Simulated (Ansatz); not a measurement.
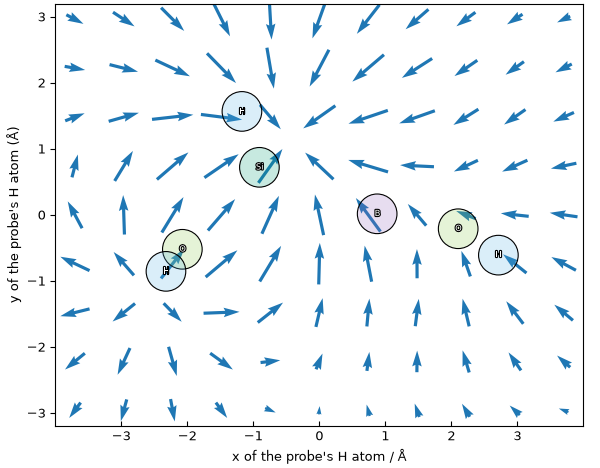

BH₃O₂Si (SMILES OB=[SiH]O) with the probe HF. 
- The probe is moved over a plane parallel to the molecule's main plane, 2.99 Å above it.
- First axis: x of the probe's H atom. Second axis: y of the probe's H atom.
- Nothing is relaxed (molecule and probe rigid, the probe upright with H nearest the plane).
- The grid has 11 × 9 points.
- These are results of RKS PBE0-D4/def2-SVPD in Ansatz, not measurements.

Drawn: arrows along the force (downhill), their lengths compressed, labelled circles for the molecule's atoms, projected on the plane.

### The arrows alone are given. Where is the energy lowest?

The arrows converge at about x of the probe's H atom = −0.47 Å, y of the probe's H atom = 1.17 Å (read from the interpolated surface).

The energy map of the same scan:

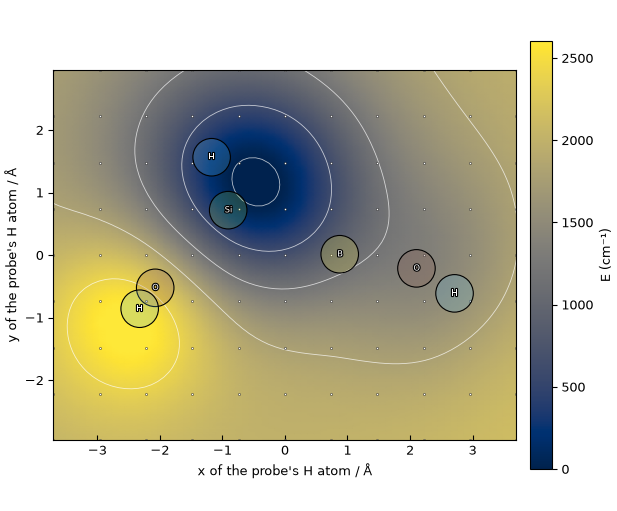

Energies are in cm⁻¹, from the lowest grid point; between grid points the surface is interpolated.
